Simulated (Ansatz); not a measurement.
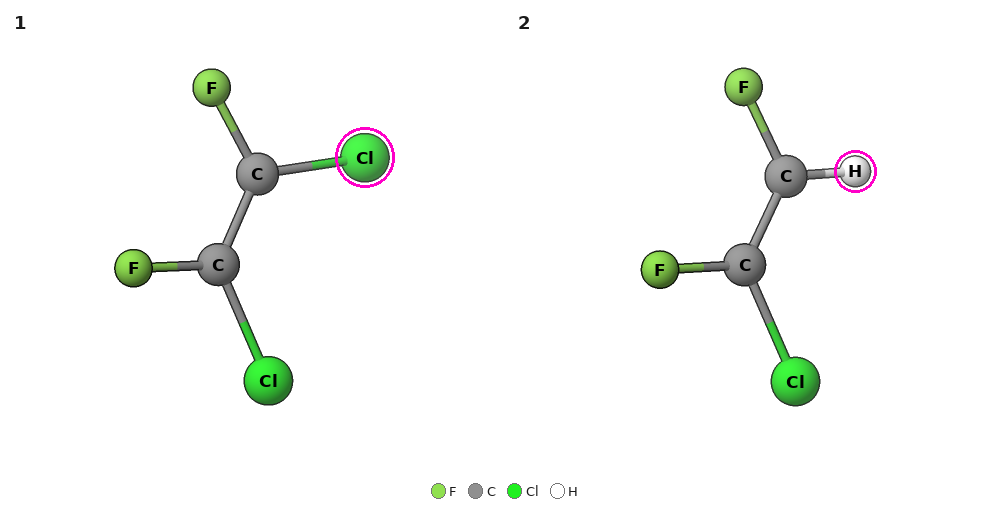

2 molecules with one skeleton, seen from the same side and at one scale; the atom that differs is circled. Each species is neutral and a spin singlet. Computed geometries: PBE0-D4/def2-TZVP optimisations, one conformation each. Properties computed with Ansatz 0.2.0.

One atom differs, called X below: Cl in panel 1, H in panel 2. Their formulas are C2Cl2F2 (`F/C(Cl)=C(\F)Cl`), C2HClF2 (`F/C=C(\F)Cl`).

Question: In which is the length of X–C larger (PBE0-D4/def2-TZVP)?

Answer: In panel 1 (X = Cl).

Question: In which is the HOMO–LUMO gap larger (r2SCAN-D4/def2-TZVPP)?

Answer: In panel 2 (X = H).

Give the values. With PBE0-D4/def2-TZVP: length of X–C (Å), angle X–C–C (°). With r2SCAN-D4/def2-TZVPP: dipole moment (D), HOMO energy (Kohn–Sham orbital) (eV), HOMO–LUMO gap (eV).

```json
{"quantity": "length of X–C (Å)", "1 (Cl)": "1.691", "2 (H)": "1.080", "2 − 1": "−0.611"}
{"quantity": "angle X–C–C (°)", "1 (Cl)": "125.2", "2 (H)": "123.4", "2 − 1": "−1.8"}
{"quantity": "dipole moment (D)", "1 (Cl)": "0.78", "2 (H)": "1.38", "2 − 1": "+0.60"}
{"quantity": "HOMO energy (Kohn–Sham orbital) (eV)", "1 (Cl)": "−6.31", "2 (H)": "−6.40", "2 − 1": "−0.09"}
{"quantity": "HOMO–LUMO gap (eV)", "1 (Cl)": "5.28", "2 (H)": "5.62", "2 − 1": "+0.34"}
```
